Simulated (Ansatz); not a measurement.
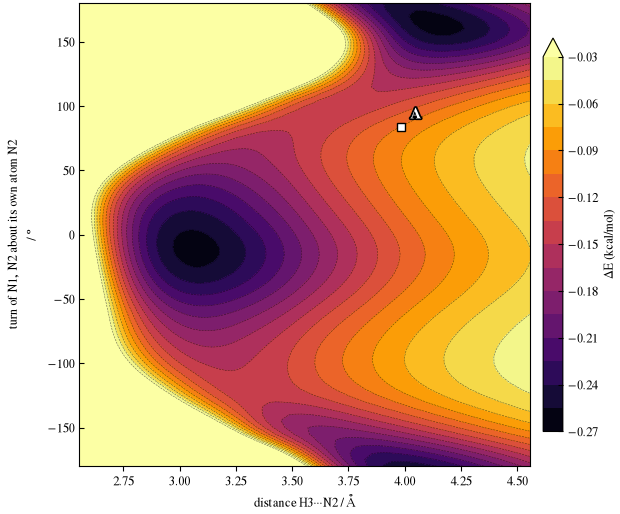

The pair N₂···H₂. The turn is about an axis along (0.92, 0.40, 0.02) in the frame of the relaxed pair, normal to the line between the partners. The first coordinate is: distance H3···N2; the second: turn of N1, N2 about its own atom N2. Grid: 15 × 15 points. Points are written as (first, second). All energies are given in kcal/mol relative to the two partners far apart, frozen as in the relaxed pair, each in its own basis (no counterpoise correction). These are results of Ansatz 0.2.0, RKS PBE0-D4/def2-TZVPD, not measurements.

In the figure: filled contours, one colour for all values above the top of the scale, the point A. Between grid points the surface is interpolated.

Is A at rest? If not, where is it pushed?

Answer. A, at (3.982 Å, 84°), is not a stationary point. The computed force is 0.11 kcal/mol for each Å towards smaller values of distance H3···N2 and 0.0011 kcal/mol for each degree towards larger values of the second coordinate.
